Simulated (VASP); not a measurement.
Band structure of Na2S (antifluorite). Level of theory: modified Becke-Johnson potential (mBJ), VASP's PBE PAW potentials (set 64) (plane waves; VASP 6.6.1).

mBJ is a potential without an energy functional, so only the levels count.

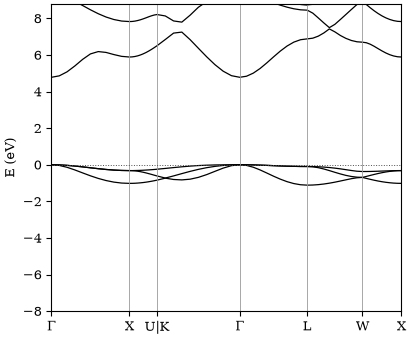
Figure. Bands along high-symmetry lines, zero at the valence-band maximum or, without a gap, the Fermi level

Problem. Read the plot: is there a gap, and where are the band edges?

Solution. The gap is direct, 4.78 eV, from the valence maximum at Γ to the conduction minimum at Γ.

The compound is Na2S in the antifluorite structure. It was relaxed first. The cell's shape comes from a PBE relaxation.
